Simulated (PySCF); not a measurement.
## A series of small molecules: germyl halides GeH3X

Gas-phase molecules at GFN2-xTB geometries (not checked as minima at the level of the calculation), PBE0/def2-TZVP with PySCF. The ionisation energy is E(cation) − E(neutral) at fixed geometry, without spin-orbit coupling; where the highest orbital is degenerate, the cation is one component. LUMO energies depend on the basis. GFN2-xTB bonds to atoms past the second row can be off by 0.02 to 0.07 Å and angles by up to several degrees, which can move orbital and ionisation energies by up to 0.5 eV and charges by 0.01 to 0.02 e, so small steps and misses may come from the geometries. Volumes are summed on a coarse grid and good to about 2 %. Core potentials replace the inner electrons of I. Electronegativities are Pauling's, radii Cordero's.

```csv
molecule,electronegativity of X,covalent radius of X (Å),Hirshfeld charge of the central atom (e),HOMO energy (eV),vertical ionisation energy (eV),HOMO–LUMO gap (eV),volume inside the 0.001 a.u. surface (Å³)
GeH3I,2.66,1.39,0.278,−7.60,9.81,6.74,105
GeH3Br,2.96,1.20,0.309,−8.29,10.65,7.96,90
GeH3Cl,3.16,1.02,?,?,?,?,?
GeH3F,3.98,0.57,0.427,−9.72,12.31,9.52,68
```

The results for GeH3Cl are withheld.

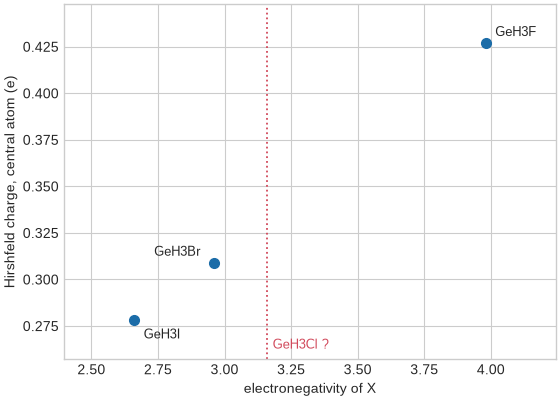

**What does the trend of the Hirshfeld charge of the central atom with the electronegativity of X predict for GeH3Cl?**

A least-squares line through the three given members is y = −0.0255 + 0.1136 x, with R² = 1.00 and a scatter of 0.0022 e; GeH3Br lies farthest from it (−0.002 e). At x = 3.16 it gives 0.333 e. For a new member the 90 % prediction interval is ±0.016 e, wide since three points leave one degree of freedom.

**How does the computed value compare?**

The calculation gives 0.328 e, 0.005 e below the estimate (2.4 times the scatter, 4 % of the range of the series): inside the prediction interval. Its other results: HOMO energy −8.86 eV, vertical ionisation energy 11.26 eV, HOMO–LUMO gap 8.91 eV and volume inside the 0.001 a.u. surface 86 Å³.

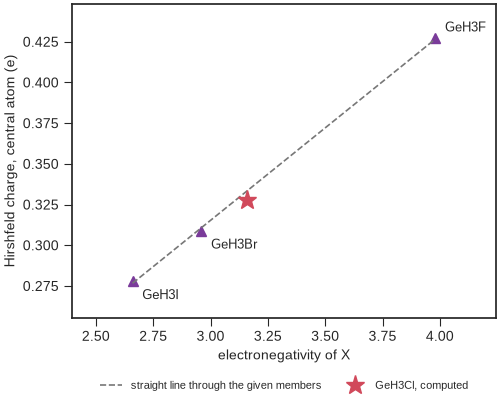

Over the series −ε(HOMO) lies 2.21 to 2.59 eV below the ionisation energy from total-energy differences, since this functional puts filled levels too high (delocalisation error). The pairing was chosen among those with R² above 0.96; series and pairings with weaker trends are left out of this set.

The single runs took from 7.9 s to 2.9 min, on 1 thread of shared hosts (Arm Neoverse V1 and Arm Neoverse V2).
